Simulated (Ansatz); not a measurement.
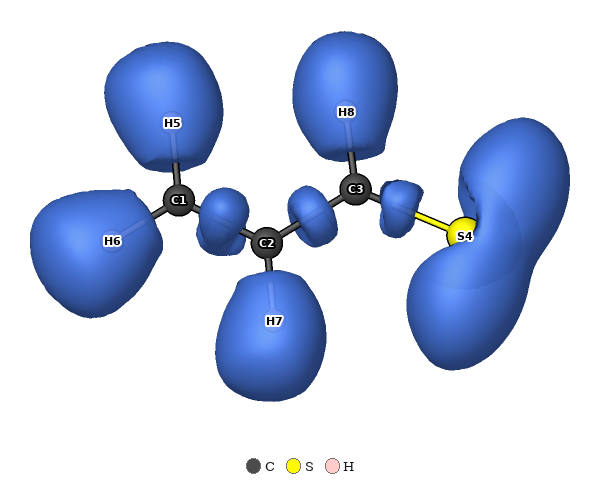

C3H4S. Isosurface of the electron localisation function at 0.8 (blue), seen at a tilt. Core shells and regions of very low density are left out.

The calculation used RKS PBE-D4/6-31G* in Ansatz.

```xyz
8

C    -0.3888    1.0393   -0.6301
C    -0.4606   -0.1672   -0.0175
C     0.7065   -0.8115    0.5482
S     0.7089   -2.2719    1.3101
H     0.5624    1.5765   -0.7211
H    -1.2714    1.5249   -1.0564
H    -1.4137   -0.7016    0.0720
H     1.6490   -0.2455    0.4391
```

### Identify the bonds, lone pairs and shells in this picture.

The ELF exceeds this value in two regions between bonded C–C atoms (shared pairs), one region between bonded C–S atoms (shared pairs), four regions around hydrogen nuclei and one ring or bowl of non-bonding electrons around S. Along the contacts the grid gives the following. C–C (1.36 Å): the ELF peaks at about 0.95 between the atoms; localised, covalent bonding. C–S (1.65 Å): the ELF peaks at about 0.90 between the atoms; a covalent bond.
